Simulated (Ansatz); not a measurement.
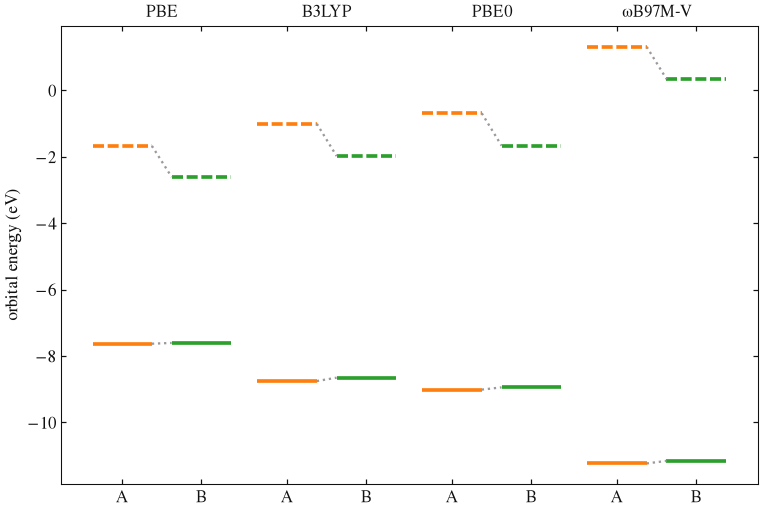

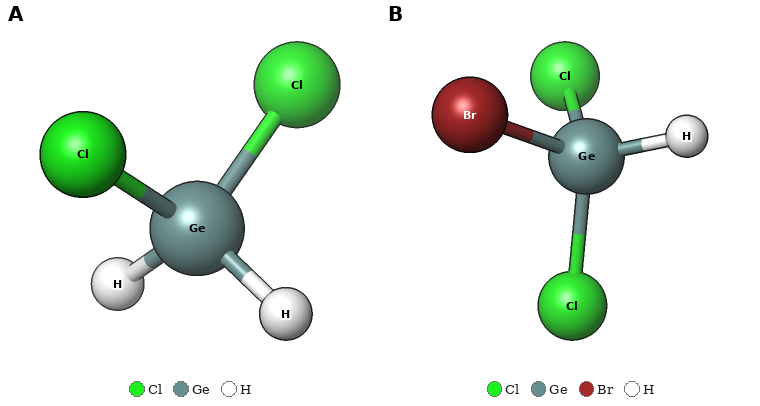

One change: A, GeH₂Cl₂ (SMILES [Cl][GeH2][Cl]), becomes B, GeHBrCl₂ (SMILES [Cl][GeH]([Cl])[Br]). H on Ge is replaced by Br. HOMO (solid) and LUMO (dashed) computed in def2-TZVPP at PBE0-D4/def2-TZVP geometries, both minima by their frequencies, gas phase, the Ansatz code. Empty levels above zero depend strongly on the basis.

### What does the change do to HOMO and LUMO?

PBE: the HOMO rises by 0.02 eV, the LUMO falls by 0.94 eV, and the separation goes from 5.96 to 5.00 eV. B3LYP: the HOMO rises by 0.10 eV, the LUMO falls by 0.97 eV, and the separation goes from 7.75 to 6.67 eV. PBE0: the HOMO rises by 0.07 eV, the LUMO falls by 0.98 eV, and the separation goes from 8.32 to 7.28 eV. ωB97M-V: the HOMO rises by 0.08 eV, the LUMO falls by 0.97 eV, and the separation goes from 12.55 to 11.50 eV.

### Do the functionals agree on the effect?

They agree on the direction for both levels; the HOMO shift lies between 0.02 and 0.10 eV and the LUMO shift between −0.98 and −0.94 eV, while the separations themselves differ by up to 6.6 eV between functionals.
